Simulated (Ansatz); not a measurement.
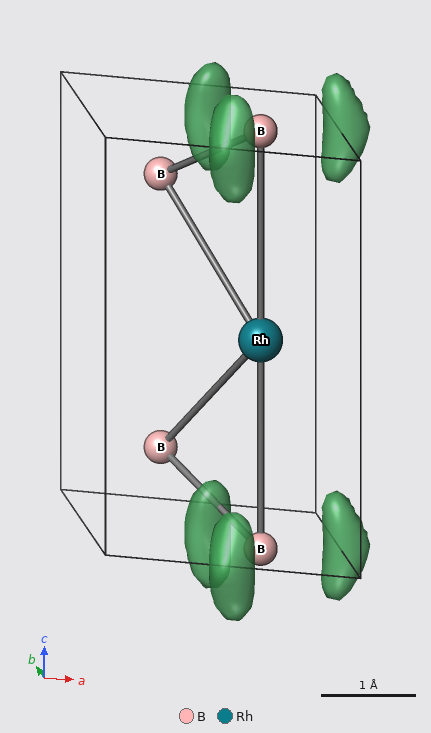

Figure. B3Rh. Isosurface of the ELF at 0.8 (green), seen at an oblique angle. Core shells and regions of very low density are left out. Sticks mark near contacts.

Space group P-6m2; a structure generated by program, which may or may not match a known phase; computed pressure about −3 GPa in this cell; computed without spin polarisation.

The calculation used Ansatz 0.2.0, DFT r2SCAN, scalar-relativistic, plane waves, PAW.

Core electrons are frozen (PAW), and the valence fields are smoothed inside the atomic spheres.

Where are the electrons localised?

Answer. The surface consists of three regions between bonded B–B atoms, counted in one cell of 4 atoms. Any copies at cell faces, edges or corners count once. Profiles from the grid: B–B (1.59 Å): the ELF peaks at about 0.75 between the atoms. B–Rh (2.25 Å): the ELF peaks at about 0.70 in the valence shell of B, 0.7 Å from its nucleus, and is about 0.35 at the midpoint.
